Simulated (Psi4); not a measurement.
# B3LYP/def2-SVP (core potential) run of MoH2O4 (molybdic acid)

Aim: the vertical singlet–triplet gap of MoH2O4 (molybdic acid) at B3LYP/def2-SVP (core potential), from 2 runs. 

Program for the calculation: Psi4 1.11.

**1. The molecule**

MoH2O4 has 7 atoms, charge 0, and is taken as a singlet. As SMILES, `[O]=[Mo](=[O])([OH])[OH]`. Geometry: relaxed at PBE0-D4/def2-TZVP. This is one conformer, not always the lowest.

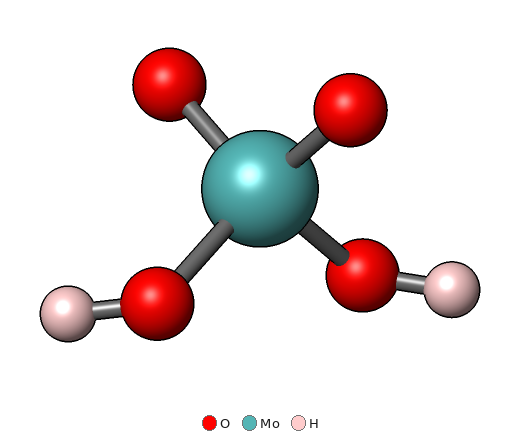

Viewed from a chosen angle; oxygen red, molybdenum teal, hydrogen pink.

**2. Energy and gradient at B3LYP/def2-SVP (core potential)**

job.json reads:

```json
{
 "schema_name": "qcschema_input",
 "schema_version": 1,
 "molecule": {
  "schema_name": "qcschema_molecule",
  "schema_version": 2,
  "symbols": ["O", "Mo", "O", "O", "O", "H", "H"],
  "geometry": [0.0993807, -3.58989382, -0.44801627, 0.17965626, -0.5429939, 0.40899343, 1.19691473, -0.32862337, 3.3996173, -3.07713554, 0.79939195, 0.14101136, 2.40199308, 1.24155006, -1.67834136, -3.83623852, 1.83394141, 1.42547711, 3.03542928, 0.58666548, -3.24876046],
  "molecular_charge": 0,
  "molecular_multiplicity": 1,
  "fix_symmetry": "c1"
 },
 "driver": "gradient",
 "model": {
  "method": "b3lyp",
  "basis": "def2-SVP"
 },
 "keywords": {
  "puream": true,
  "e_convergence": 1e-09,
  "d_convergence": 1e-08,
  "scf_type": "pk",
  "dft_radial_points": 99,
  "dft_spherical_points": 590,
  "scf_properties": ["QUADRUPOLE", "LOWDIN_CHARGES", "WIBERG_LOWDIN_INDICES"]
 }
}
```

Command:

```sh
$ psi4 --qcschema job.json -n 1 --memory 2200MB
```

stdout (excerpt; [...] marks lines left out):

```text
[...]
    !!!  WARNING: ECP capability is in beta. Please check occupations closely.  !!!
[...]
  Running in c1 symmetry.
[...]
  Nuclear repulsion =  226.529775216206133
[...]
  Multiplicity = 1
[...]
  Nalpha       = 24
  Nbeta        = 24
[...]
    Number of basis functions: 97
[...]
   @RKS iter   1:  -369.01378590705656    1.64702e-01   1.76768e-02 ADIIS/DIIS
[...]
   @RKS iter  14:  -370.24590209292808   -1.46656e-11   5.45291e-09 DIIS
[...]
    Orbital Energies [Eh]
    ---------------------
    Doubly Occupied:
       1A    -19.177500     2A    -19.177488     3A    -19.165581
       4A    -19.165579     5A     -2.700923     6A     -1.712445
       7A     -1.703924     8A     -1.694866     9A     -1.002363
      10A     -0.996577    11A     -0.918198    12A     -0.908324
      13A     -0.547403    14A     -0.543415    15A     -0.445733
      16A     -0.443981    17A     -0.434893    18A     -0.417190
      19A     -0.393916    20A     -0.360623    21A     -0.360154
      22A     -0.346538    23A     -0.341498    24A     -0.323653
[...]
  @RKS Final Energy:  -370.24590209292808
   => Energetics <=
    Nuclear Repulsion Energy =            226.5297752162061329
    One-Electron Energy =                -982.0846139007119291
    Two-Electron Energy =                 420.0931312069488399
    DFT Exchange-Correlation Energy =     -34.7841946153711987
    Empirical Dispersion Energy =           0.0000000000000000
    VV10 Nonlocal Energy =                  0.0000000000000000
    Total Energy =                       -370.2459020929280769
[...]
 Multipole Moments:
 ------------------------------------------------------------------------------------
     Multipole            Electronic (a.u.)      Nuclear  (a.u.)        Total (a.u.)
 ------------------------------------------------------------------------------------
 L = 1.  Multiply by 2.5417464519 to convert [e a0] to [Debye]
 Dipole X            :          0.8833024           -1.1409003           -0.2575979
 Dipole Y            :         -2.6690402            3.4477678            0.7787276
 Dipole Z            :          2.0101931           -2.5967997           -0.5866066
 Magnitude           :                                                    1.0084050
 L = 2.  Multiply by 1.3450342976 to convert [e a0^2] to [Debye ang]
 Quadrupole XX       :       -187.5335298          156.9254299          -30.6080999
 Quadrupole XY       :          3.1218535           -5.7113317           -2.5894782
[...]
  -Total Gradient:
     Atom            X                  Y                   Z
    ------   -----------------  -----------------  -----------------
       1        0.000189849222     0.012867431059     0.003808167057
       2        0.001892516602    -0.005710470224     0.004291393437
       3       -0.004109290226    -0.001015294389    -0.012726627343
       4        0.002082872095     0.001473727145     0.004512420275
       5       -0.001052955414    -0.004597217689    -0.002166908324
       6        0.004373719404    -0.004590586865    -0.004654632199
       7       -0.003377156417     0.001574096048     0.006935128169
[...]
```

The result, in JSON:

```text
{
 "driver": "gradient",
 "model": {
  "method": "b3lyp",
  "basis": "def2-SVP"
 },
 "success": true,
 "return_result": [0.00018984922180391006, 0.01286743105868099, 0.0038081670572659154, 0.0018925166023112741, -0.005710470224161351, 0.004291393437474603, -0.0041092902264057984, -0.0010152943887592435, -0.012726627343189356, 0.0020828720945663542, 0.0014737271448173883, 0.004512420275068235, -0.0010529554135084006, -0.004597217688576599, -0.0021669083241620257, 0.004373719404146728, -0.004590586864590546, -0.004654632198544839, -0.0033771564165461787, 0.001574096047783885, 0.006935128169061944],
 "properties": {
  "calcinfo_nbasis": 97,
  "calcinfo_nmo": 97,
  "calcinfo_nalpha": 24,
  "calcinfo_nbeta": 24,
  "calcinfo_natom": 7,
  "nuclear_repulsion_energy": 226.52977521620613,
  "return_energy": -370.2459020929281,
  "return_gradient": [0.00018984922180391006, 0.01286743105868099, 0.0038081670572659154, 0.0018925166023112741, -0.005710470224161351, 0.004291393437474603, -0.0041092902264057984, -0.0010152943887592435, -0.012726627343189356, 0.0020828720945663542, 0.0014737271448173883, 0.004512420275068235, -0.0010529554135084006, -0.004597217688576599, -0.0021669083241620257, 0.004373719404146728, -0.004590586864590546, -0.004654632198544839, -0.0033771564165461787, 0.001574096047783885, 0.006935128169061944],
  "scf_one_electron_energy": -982.0846139007119,
  "scf_two_electron_energy": 420.09313120694884,
  "scf_xc_energy": -34.7841946153712,
  "scf_dipole_moment": [-0.2575979153642505, 0.7787275866487766, -0.5866066155283871],
  "scf_total_energy": -370.2459020929281,
  "scf_total_gradient": [0.00018984922180391006, 0.01286743105868099, 0.0038081670572659154, 0.0018925166023112741, -0.005710470224161351, 0.004291393437474603, -0.0041092902264057984, -0.0010152943887592435, -0.012726627343189356, 0.0020828720945663542, 0.0014737271448173883, 0.004512420275068235, -0.0010529554135084006, -0.004597217688576599, -0.0021669083241620257, 0.004373719404146728, -0.004590586864590546, -0.004654632198544839, -0.0033771564165461787, 0.001574096047783885, 0.006935128169061944],
  "scf_iterations": 14
 }
}
```

Wall time 16 s (1 thread of Intel Xeon 6975P-C (Granite Rapids), shared host); peak memory 1.2 GiB.

**3. The triplet: the energy at UB3LYP/def2-SVP (core potential)**

h2moo4.xyz reads:

```xyz
7
H2MoO4
O      0.052590    -1.899690    -0.237080
Mo     0.095070    -0.287340     0.216430
O      0.633380    -0.173900     1.799000
O     -1.628350     0.423020     0.074620
O      1.271080     0.657000    -0.888140
H     -2.030050     0.970480     0.754330
H      1.606280     0.310450    -1.719170
```

run.py reads:

```python
import psi4

psi4.set_memory(2200000000)
psi4.set_num_threads(1)
psi4.core.set_output_file('output.dat', False)

with open('h2moo4.xyz') as f:
    atoms = ''.join(f.readlines()[2:])
mol = psi4.geometry('0 3\n' + atoms + 'symmetry c1')

options = {'basis': 'def2-SVP', 'reference': 'uks', 'puream': True, 'e_convergence': 1e-09, 'd_convergence': 1e-08, 'scf_type': 'pk', 'dft_radial_points': 99, 'dft_spherical_points': 590, 'maxiter': 100}
psi4.set_options(options)

e, wfn = psi4.energy("b3lyp", molecule=mol, return_wfn=True)
psi4.oeprop(wfn, "QUADRUPOLE", "WIBERG_LOWDIN_INDICES", "MAYER_INDICES", title="B3LYP")
print('E =', round(e, 9))
```

Command:

```sh
$ python run.py
```

output.dat (excerpt; [...] marks lines left out):

```text
[...]
    !!!  WARNING: ECP capability is in beta. Please check occupations closely.  !!!
[...]
  Running in c1 symmetry.
[...]
  Nuclear repulsion =  226.529775144928550
[...]
  Multiplicity = 3
[...]
  Nalpha       = 25
  Nbeta        = 23
[...]
    Number of basis functions: 97
[...]
   @UKS iter   1:  -369.26232735682862   -1.70713e-01   1.45431e-02 ADIIS/DIIS
[...]
   @UKS iter  32:  -370.08729940453043   -2.61480e-12   7.17055e-09 DIIS
[...]
   @S^2 Observed:                2.028790954E+00
[...]
  @UKS Final Energy:  -370.08729940453043
   => Energetics <=
    Nuclear Repulsion Energy =            226.5297751449285499
    One-Electron Energy =                -982.3757056842099473
    Two-Electron Energy =                 420.6190163545574592
    DFT Exchange-Correlation Energy =     -34.8603852198064814
    Empirical Dispersion Energy =           0.0000000000000000
    VV10 Nonlocal Energy =                  0.0000000000000000
    Total Energy =                       -370.0872994045304267
[...]
 Multipole Moments:
 ------------------------------------------------------------------------------------
     Multipole            Electronic (a.u.)      Nuclear  (a.u.)        Total (a.u.)
 ------------------------------------------------------------------------------------
 L = 1.  Multiply by 2.5417464519 to convert [e a0] to [Debye]
 Dipole X            :          1.0289441           -1.1409003           -0.1119562
 Dipole Y            :         -3.1092534            3.4477678            0.3385144
 Dipole Z            :          2.3417988           -2.5967996           -0.2550008
 Magnitude           :                                                    0.4383510
 L = 2.  Multiply by 1.3450342976 to convert [e a0^2] to [Debye ang]
 Quadrupole XX       :       -188.5286598          156.9254300          -31.6032299
 Quadrupole XY       :          3.1589797           -5.7113314           -2.5523517
[...]
```

Standard output:

```text
E = -370.087299405
```

It took 34 s on 1 thread of Intel Xeon 6975P-C (Granite Rapids), shared host; peak memory 1.2 GiB.

**4. Summary of results**

At B3LYP/def2-SVP (core potential):

| quantity | value |
| --- | --- |
| singlet: total energy | -370.24590 Eh |
| singlet: dipole moment | 2.56 D |
| singlet: HOMO energy | -8.81 eV |
| singlet: LUMO energy | -2.31 eV |
| singlet: HOMO–LUMO gap | 6.49 eV |
| singlet: largest force on an atom | 0.690 eV/Å |
| triplet: total energy | -370.08730 Eh |
| triplet: dipole moment | 1.11 D |
| triplet: HOMO energy (highest over α and β) | -4.28 eV |
| triplet: ⟨S²⟩ | 2.029 |
| vertical energy of the triplet above the singlet | 4.316 eV |

What this shows: At this shape the triplet lies 4.32 eV (416 kJ/mol) above the singlet. The largest force (singlet) is 0.69 eV/Å: the shape isn't a stationary point for this species at this level.
